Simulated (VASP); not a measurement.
Band structure of Te (trig). All values below come from r2SCAN meta-GGA with spin-orbit coupling, VASP's PBE PAW potentials (set 64) (plane waves; VASP).

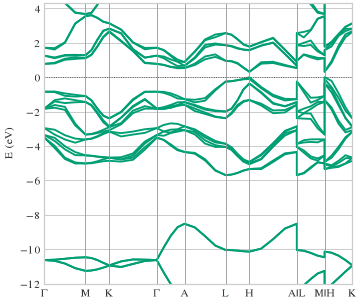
Fig. 1. Bands along high-symmetry lines, zero at the valence-band maximum or, without a gap, the Fermi level

Task: Read the plot: is there a gap, and where are the band edges?

Result: The gap is direct, 0.32 eV, from the valence maximum at H to the conduction minimum at H.

The compound is Te in the trig structure. It was relaxed first, which changed the volume by +7 %.
